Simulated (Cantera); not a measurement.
A closed system holds: 1 mol PbO, 35 mol N₂, 1.7 mol O₂, equilibrated at 1.00 Torr.

Cantera equilibrium calculation (NASA polynomials, part measured and part estimated; ideal gas, pure solids and liquids). Candidate condensed phases: Pb, PbO, PbO₂, Pb₃O₄; 12 gas species. The numbers say what is thermodynamically allowed, not how fast it happens.

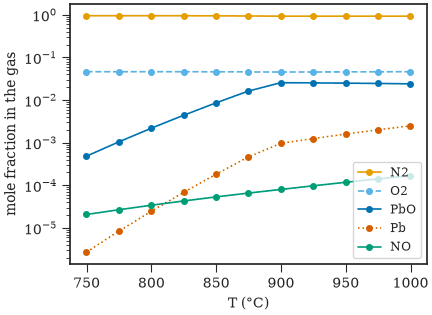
Figure. Equilibrium gas composition (values under 1e-9 drawn at 1e-9)

Q: Read off the mole fractions at 925 °C.

A: N₂ about 0.93, O₂ about 0.046, PbO about 0.025, Pb about 0.0012, NO about 9.7e-5.
